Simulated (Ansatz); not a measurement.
A series of calculations on BPNH₇

## 1. Relaxation

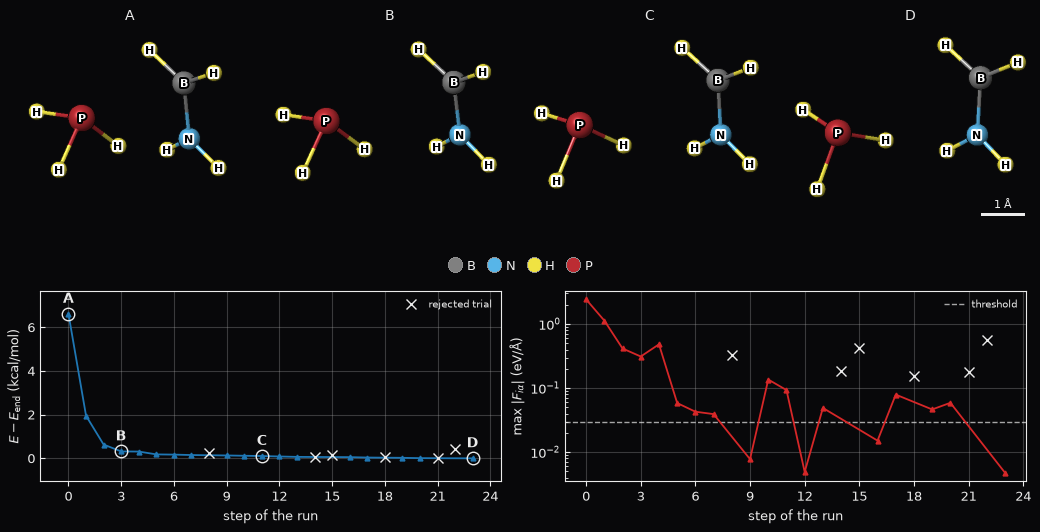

Frames of a relaxation of BPNH7, marked on the history of the run. A ball-and-stick model, seen at a tilt.

The run prepares an end point of a later path (reaction) calculation, from a guessed geometry.

Theory: Ansatz 0.2.0, RKS PBE0/6-31G*.

Input file:
```yaml
crystal:
  periodic: [false, false, false]
  atoms:
    - { symbol: B, position_ang: [0.116904, -0.283134, 0.239282] }
    - { symbol: "N", position_ang: [0.073673, -0.649468, 1.657133] }
    - { symbol: H, position_ang: [-0.778409, -0.890366, 2.139235] }
    - { symbol: H, position_ang: [0.905853, -0.775577, 2.212369] }
    - { symbol: H, position_ang: [1.184793, -0.078151, -0.258253] }
    - { symbol: H, position_ang: [-0.919512, -0.204649, -0.355769] }
    - { symbol: P, position_ang: [-0.409683, 2.75134, 0.715993] }
    - { symbol: H, position_ang: [-1.824134, 2.704068, 0.861187] }
    - { symbol: H, position_ang: [-0.242478, 3.68025, 1.785078] }
    - { symbol: H, position_ang: [-0.197707, 1.603987, 1.530344] }
basis:
  gaussian: { orbitals: "6-31G*" }
hamiltonian:
  xc: pbe0
relax:
  f_tol: 0.03
  max_steps: 50
```

Command:
```bash
ansatz run input.yaml --threads 1 --pin off --max-ram 2048MiB --backend cpu --events-out ev --progress --plain --runs-dir out
```

Q: What happens along the run?

A: The largest move after the best rigid fit is that of H5, 0.81 Å. Largest moves by element: H 0.81 Å, P 0.80 Å, B 0.53 Å, N 0.21 Å. Some distances before and after: B1–N2 1.465 → 1.391 Å. The energy falls by 6.62 kcal/mol in 17 accepted moves (23 points after the start). Largest force component: 2.4 eV/Å at the start, 0.0048 eV/Å at the end. The line search rejected the trial steps at points 8, 14, 15, 18, 21, 22 of the run. The forces were under the threshold at step 9, but the run went on from there. The run took 29 s on 1 thread of Intel(R) Xeon(R) 6975P-C (Granite Rapids) (shared host), peak memory 0.14 GiB. From step 0 to 3: P and H atoms move most (0.45 Å), energy −6.30 kcal/mol. From step 3 to 11: H atoms move most (0.26 Å), energy −0.21 kcal/mol. From step 11 to 23: H9 moves most (0.40 Å), energy −0.11 kcal/mol.

Limits of the set-up: the start holds two separate molecules, 2.3 Å apart at their closest, whose relative position is a soft coordinate and is computed without a dispersion correction.

## 2. Relaxation

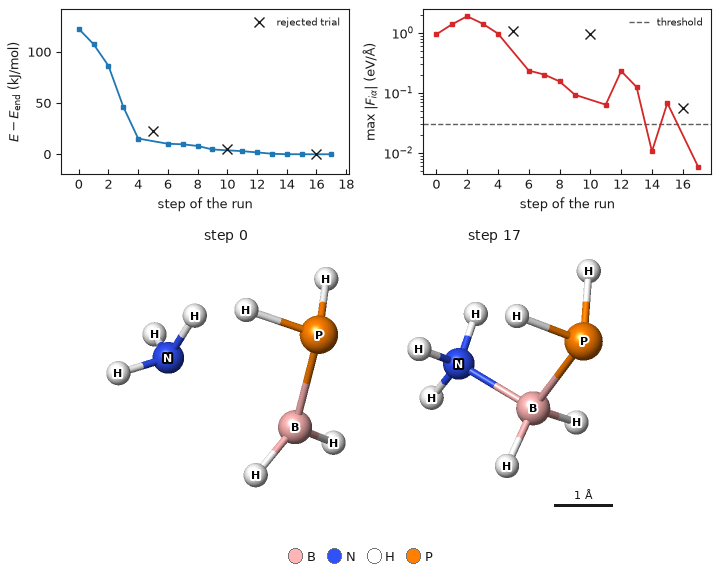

First and last geometry of a relaxation of BPNH7, with the history of the run. Style: ball-and-stick. Shown from a free direction.

The run prepares an end point of a later path (reaction) calculation, from a guessed geometry.

Theory: RKS PBE0/6-31G* in Ansatz.

Input
```yaml
crystal:
  periodic: [false, false, false]
  atoms:
    - { symbol: B, position_ang: [-0.047204, 0.560832, -0.361899] }
    - { symbol: "N", position_ang: [-0.150459, -0.141856, 2.277596] }
    - { symbol: H, position_ang: [-0.819072, -0.598591, 2.892871] }
    - { symbol: H, position_ang: [0.775711, -0.236668, 2.683938] }
    - { symbol: H, position_ang: [1.089936, 0.204325, -0.447548] }
    - { symbol: H, position_ang: [-0.932161, -0.08775, -0.837042] }
    - { symbol: P, position_ang: [-0.413311, 2.373354, 0.086748] }
    - { symbol: H, position_ang: [-1.644446, 2.28854, 0.783439] }
    - { symbol: H, position_ang: [0.423583, 2.627279, 1.202886] }
    - { symbol: H, position_ang: [-0.373277, 0.868834, 2.245611] }
basis:
  gaussian: { orbitals: "6-31G*" }
hamiltonian:
  xc: pbe0
relax:
  f_tol: 0.03
  max_steps: 50
```

Launched with:
```bash
ansatz run input.yaml --threads 1 --pin off --max-ram 2048MiB --backend cpu --events-out ev --progress --plain --runs-dir out
```

### What do the curves and the structures tell?

It converged. The atom that moves furthest after the best rigid fit is H3 (1.17 Å). Largest moves by element: H 1.17 Å, B 0.67 Å, N 0.43 Å, P 0.16 Å. Near-neighbour distances that change, for instance: B1–N2 2.733 → 1.639 Å, B1–P7 1.903 → 1.963 Å, N2–H10 1.035 → 1.019 Å, B1–H5 1.195 → 1.211 Å. New bonds form, among them: B1–N2 (2.73 → 1.64 Å). Among the angles between lasting bonds that change: H5–B1–P7 119.0° → 111.0°, H5–B1–H6 120.9° → 113.1°, H6–B1–P7 117.9° → 111.1°. After 14 accepted moves (17 points after the start) the energy has fallen by 122.5 kJ/mol. Largest force component: 0.94 eV/Å at the start, 0.0058 eV/Å at the end. The line search rejected the trial steps at points 5, 10, 16 of the run. The forces were under the threshold at step 14, but the run went on from there.

| step | E − E(0), kJ/mol | largest force component, eV/Å | note |
| --- | --- | --- | --- |
| 0 | 0.00 | 0.9416 |  |
| 1 | -15.01 | 1.3770 |  |
| 2 | -36.09 | 1.8868 |  |
| 3 | -76.14 | 1.4244 |  |
| 4 | -107.17 | 0.9711 |  |
| 5 | -99.93 | 1.0593 | rejected |
| 6 | -112.29 | 0.2347 |  |
| 7 | -112.78 | 0.2018 |  |
| 8 | -114.44 | 0.1550 |  |
| 9 | -117.84 | 0.0927 |  |
| 10 | -117.58 | 0.9451 | rejected |
| 11 | -119.49 | 0.0635 |  |
| 12 | -120.71 | 0.2303 |  |
| 13 | -122.02 | 0.1250 |  |
| 14 | -122.49 | 0.0106 |  |
| 15 | -122.51 | 0.0675 |  |
| 16 | -122.50 | 0.0566 | rejected |
| 17 | -122.53 | 0.0058 |  |

## 3. Path

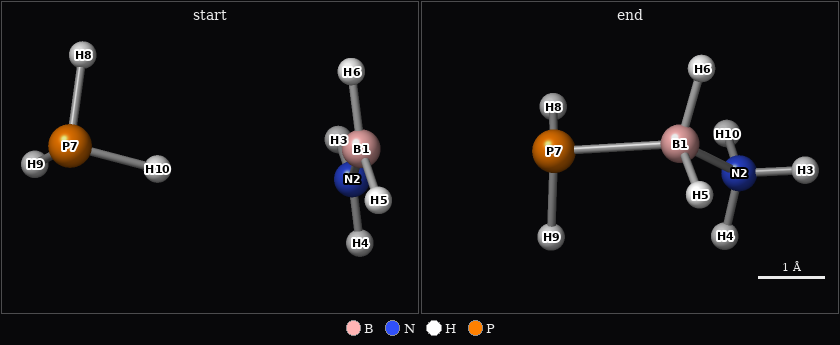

The two relaxed end points of a path for BPNH7, made up at the start of BNH$_{4}$ and PH$_{3}$. A ball-and-stick model, seen from a free direction.

These are results of RKS PBE0/6-31G* in Ansatz, not measurements.

Settings: 5 movable images; climbing image; force threshold 0.05 eV/Å; iteration limit 60.

Start:
```xyz
10

B     0.1802   -0.8086    0.1928
N     0.1694   -0.8130    1.5833
H    -0.6768   -0.7568    2.1306
H     1.0052   -0.8940    2.1433
H     1.2304   -0.8917   -0.3801
H    -0.8627   -0.7176   -0.3932
P    -0.4754    3.5072    0.9451
H    -1.8409    3.1778    0.7244
H    -0.6995    3.8829    2.2987
H    -0.1207    2.1722    1.2816
```

End:
```xyz
10

B    -0.0314    0.5144    0.2597
N    -0.2377   -0.0764    1.7741
H    -0.1166   -1.0896    1.8029
H     0.4324    0.3400    2.4197
H     1.0974    0.2107   -0.0554
H    -0.8758   -0.0278   -0.4177
P    -0.2639    2.4632    0.2506
H    -1.4802    2.5687    0.9987
H     0.5559    2.8152    1.3705
H    -1.1707    0.1400    2.1235
```

### Predict the minimum-energy path and its barrier.

Forward barrier 38.1 kcal/mol, backward barrier 41.5 kcal/mol, with image 3 at the top; the reaction energy is −3.4 kcal/mol. Breaking: P7–H10 (1.42 → 1.69 at the top → 3.12 Å). Forming: B1–P7 (4.43 → 2.21 at the top → 1.96 Å), N2–H10 (3.01 → 1.42 at the top → 1.02 Å). The band converged in 23 iterations. The largest component of the band force went from 16 to 0.048 eV/Å. The climbing image converged on the top of the path. Its vibrational analysis gives one imaginary mode (1313i cm⁻¹), as a transition state must have.

Energies of the converged images:

```json
{"image": "0", "path (Å)": "0.00", "E (kcal/mol)": "0.0"}
{"image": "1", "path (Å)": "1.33", "E (kcal/mol)": "0.2"}
{"image": "2", "path (Å)": "2.66", "E (kcal/mol)": "3.6"}
{"image": "3", "path (Å)": "3.98", "E (kcal/mol)": "38.1"}
{"image": "4", "path (Å)": "4.82", "E (kcal/mol)": "3.0"}
{"image": "5", "path (Å)": "5.65", "E (kcal/mol)": "-2.2"}
{"image": "6", "path (Å)": "6.48", "E (kcal/mol)": "-3.4"}
```

The geometry at the top of the path:

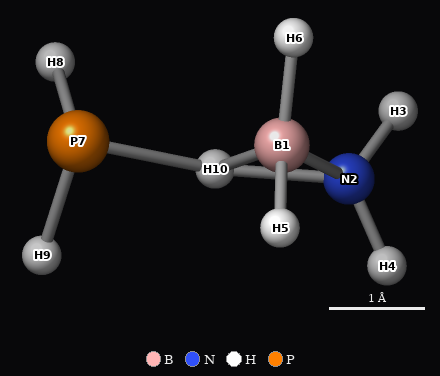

Limits of the set-up: the start holds two separate molecules, 3.0 Å apart at their closest, whose relative position is a soft coordinate and is computed without a dispersion correction.

Cost: 2.4 min on 1 thread of Intel(R) Xeon(R) 6975P-C (Granite Rapids) (shared host), peak memory 0.14 GiB.
